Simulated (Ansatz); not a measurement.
# CH₃BFNO: how energies converge with the basis set

Aim: see how fast density functionals converge with the basis set for CH₃BFNO.

Program: Ansatz 0.2.0, Gaussian basis. Level of theory: one geometry, several basis sets. These are calculated values, not measurements.

The runs, in order: PBE0-D4/def2-SVP; ωB97M-V/def2-SVP; PBE0-D4/def2-QZVPP; ωB97M-V/def2-QZVPP; the functionals' def2-TZVPP values are taken from earlier runs.

## (1) Structure used throughout

All runs share one geometry, relaxed beforehand with PBE0-D4 in a triple-zeta def2 set.

SMILES `NC1(F)BO1`, 8 atoms, charge 0, spin multiplicity 1.

Atoms are counted from 1 here; the program's logs count them from 0.

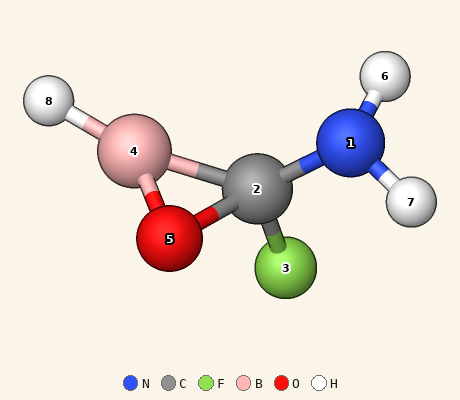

The geometry (nitrogen blue, carbon grey, fluorine green, boron pink, oxygen red, hydrogen white); atoms are numbered from 1 in the order of the file.

Geometry (Å):

```mol
CH3BFNO
  3D, bonds by distance, orders not assigned

  8  8  0  0  0  0  0  0  0  0999 V2000
   -0.4310    1.1484    0.1846 N   0  0
    0.0541   -0.0612   -0.2896 C   0  0
    0.1221   -0.1327   -1.6583 F   0  0
    0.3376   -1.3072    0.5151 B   0  0
    1.3469   -0.4730    0.2553 O   0  0
   -1.4395    1.1701    0.2114 H   0  0
   -0.0753    1.9416   -0.3362 H   0  0
    0.1772   -2.3431    1.0619 H   0  0
  1  2  8  0
  2  3  8  0
  2  4  8  0
  4  5  8  0
  1  6  8  0
  1  7  8  0
  4  8  8  0
  2  5  8  0
M  END
```

## (2) PBE0-D4 in def2-SVP

Contents of in.yaml:

```yaml
crystal:
  periodic: [false, false, false]
  atoms:
    - {symbol: N, position_ang: [-0.430979, 1.148428, 0.184566]}
    - {symbol: C, position_ang: [0.054091, -0.061219, -0.289630]}
    - {symbol: F, position_ang: [0.122120, -0.132661, -1.658333]}
    - {symbol: B, position_ang: [0.337562, -1.307218, 0.515117]}
    - {symbol: O, position_ang: [1.346918, -0.472953, 0.255331]}
    - {symbol: H, position_ang: [-1.439473, 1.170071, 0.211366]}
    - {symbol: H, position_ang: [-0.075323, 1.941583, -0.336157]}
    - {symbol: H, position_ang: [0.177185, -2.343131, 1.061940]}
basis:
  gaussian: {orbitals: def2-SVP}
hamiltonian: {xc: pbe0, dispersion: d4}
output: {orbitals: {seedname: orbitals}}
```

Started as:

```
$ ansatz run in.yaml --threads 2 --pin off --events-out ev --progress --plain --max-ram 4352MiB
```

The runs that follow: ωB97M-V in def2-SVP; PBE0-D4 in def2-QZVPP; ωB97M-V in def2-QZVPP.

Q: Predict the results of all the runs planned. Wanted: PBE0-D4: double and triple zeta above quadruple; ωB97M-V: double and triple zeta above quadruple.

As calculated:

| quantity | value |
| --- | --- |
| PBE0-D4: double and triple zeta above quadruple | 9.85, 0.44 eV |
| ωB97M-V: double and triple zeta above quadruple | 10.07, 0.41 eV |

What this shows: For PBE0-D4 the step from double to triple zeta gains 9.42 eV and the next only 0.44 eV. Total energies overstate the basis error of differences, where much of it tends to cancel. The LUMO of ωB97M-V is positive and keeps falling with the basis (1.65 to 1.00 eV): an unbound level that the basis holds in place.
